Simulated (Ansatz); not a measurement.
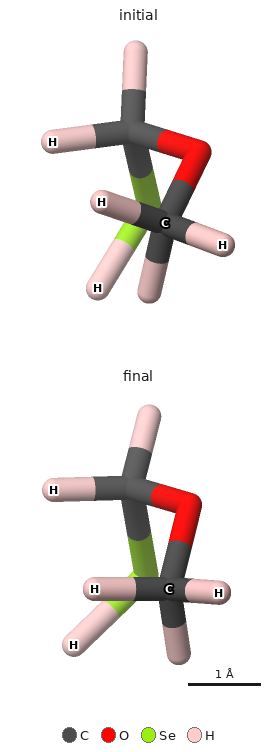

The structure of C2H6OSe (coarse preliminary run) before (top) and after (bottom) a relaxation, at one scale.

The picture is a stick view, seen from a free direction.

The start comes from a force field.

Computed with Ansatz 0.2.0, RKS PBE-D4/def2-SVP. (force threshold 0.03 eV/Å; at most 200 steps)

What changed between the two?

Answer. The energy falls by 0.354 eV in 7 accepted moves (8 points after the start). Largest force component: 2.8 eV/Å at the start, 0.024 eV/Å at the end. The line search rejected the trial step at point 5 of the run. The atom that moves furthest after the best rigid fit is an H atom (0.42 Å). By element the largest moves are H 0.42 Å, O 0.22 Å, Se 0.18 Å, C 0.10 Å. Among the contacts that change: C–H 1.167 → 1.114 Å, C–O 1.361 → 1.412 Å, C–H 1.139 → 1.106 Å, C–Se 1.990 → 2.017 Å. Bond angles that change, for instance: H–C–H 103.0° → 109.6°, C–O–C 108.3° → 114.7°, H–C–H 103.5° → 109.1°. Groups turn about C–O by about 25°.
